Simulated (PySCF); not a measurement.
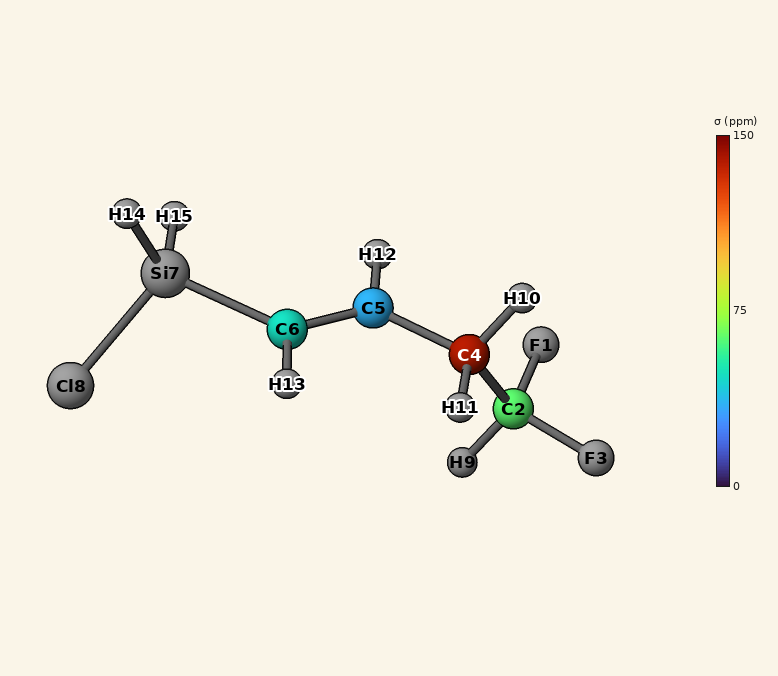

Atoms are coloured by their isotropic NMR shieldings (C only, the others grey). The geometry was computed by an optimisation with GFN2-xTB. No frequency run is at hand to confirm it as a minimum. Method: GIAO PBE0/pcSseg-1 NMR shielding, non-relativistic, gas phase (PySCF 2.14.0).

Give the isotropic NMR shieldings of the C atoms atom by atom.

```json
{"atom": "C2", "σ (ppm)": "63.3"}
{"atom": "C4", "σ (ppm)": "138.1"}
{"atom": "C5", "σ (ppm)": "35.4"}
{"atom": "C6", "σ (ppm)": "48.0"}
```

The geometry is semi-empirical. Around Si such bond lengths and angles can be off by a tenth of an ångström or more and by several degrees, and values that hang on the shape move with them.
